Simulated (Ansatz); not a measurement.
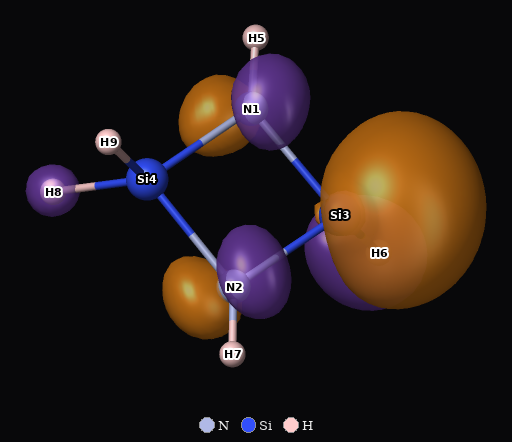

Figure 1: H5N2Si2 (doublet). One frontier orbital at ±0.15 Å⁻³ᐟ² (orange and purple are the two phases), seen at a tilt.

Geometry: B3LYP-D3(BJ)/def2-SVP.

Computed with isolated molecule in a Gaussian basis; Kohn-Sham density functional theory, functional PBE0 in Ansatz 0.2.0.

```xyz
9

N    -2.9844    1.5410    2.9335
N    -0.6909    1.3107    2.2660
Si   -1.4591    1.8349    3.7668
Si   -2.2142    0.9723    1.4668
H    -3.9405    1.7714    3.1665
H    -1.2319    3.2905    4.1333
H     0.2515    0.9917    2.0851
H    -2.5076    1.7915    0.2509
H    -2.4421   -0.4582    1.0992
```

**Which orbital is it: HOMO (α) or LUMO (α)?**

The HOMO (α), at −5.49 eV. By Hirshfeld shares it lies mainly on Si3 (about 60 %), H6 (about 10 %), N2 (about 10 %) and N1 (about 10 %).
